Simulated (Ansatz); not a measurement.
## Cu (fcc, Cu type): frozen-phonon scan

Relaxed Cu (fcc, Cu type):

```
CELL_PARAMETERS angstrom
      0.00000     3.57675     3.57675
      1.78838     0.00000     1.78838
      1.78838     1.78838     0.00000
ATOMIC_POSITIONS crystal
  Cu 0.00000 0.00000 0.00000
  Cu 0.50000 0.00000 0.00000
```

The atoms are displaced by Q × the pattern below (from a DFPT mode at L = (0.5, 0.0, 0.0), largest move 1; Q in Å), at fixed cell. (q is in reciprocal vectors of the primitive cell; the cell shown is doubled to hold the pattern.)

```json
[
 {"atom": "Cu1", "x": "-0.577", "y": "0.577", "z": "0.577"},
 {"atom": "Cu2", "x": "0.577", "y": "-0.577", "z": "-0.577"}
]
```

These are r2SCAN (plane waves to 500 eV, PAW, scalar-relativistic; Ansatz, a program for electronic structure) values and carry that method's errors. k mesh 11×22×22 (Γ-centred), Fermi-Dirac smearing 0.05 eV. Energies are smeared free energies. With partly filled bands, energies and forces of such displacements shift with the k mesh and the smearing. Cu is run without spin polarisation. Cu was relaxed with its symmetry unable to fall. ΔE is measured from the undisplaced structure.

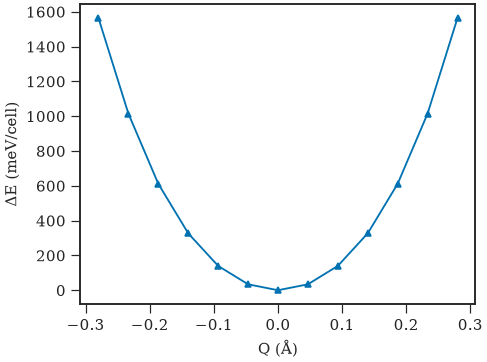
Fig. 1. ΔE (meV/cell) against Q (Å); computed points joined by lines.

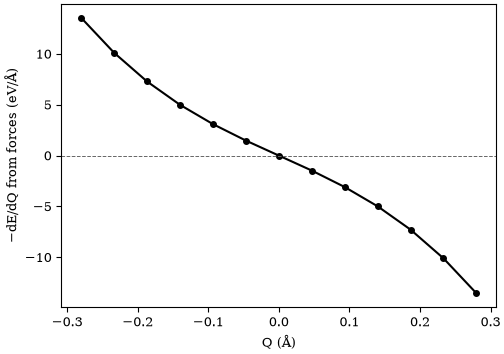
Figure: −dE/dQ from forces (eV/Å) against Q (Å); one marker a computed point.

The energy at Q = 0.280 Å is 1564 meV/cell. Symmetry of the curve: even: the same for both signs. Harmonic wavenumber from the curvature (finite differences): 258 cm⁻¹. Space group of the distorted cell: R-3m (No. 166), lowered from Fm-3m. Wavenumber by perturbation theory (DFPT, on another k mesh): 258 cm⁻¹.

E″ = 31.05 eV/Å², M = Σ mᵢ|uᵢ|² = 127.1 u, ν̃ = 521.5·√(|E″|/M).

(For displaced atoms, the force is minus the slope of the energy, and its curvature is a force constant, which sets phonon frequencies.)
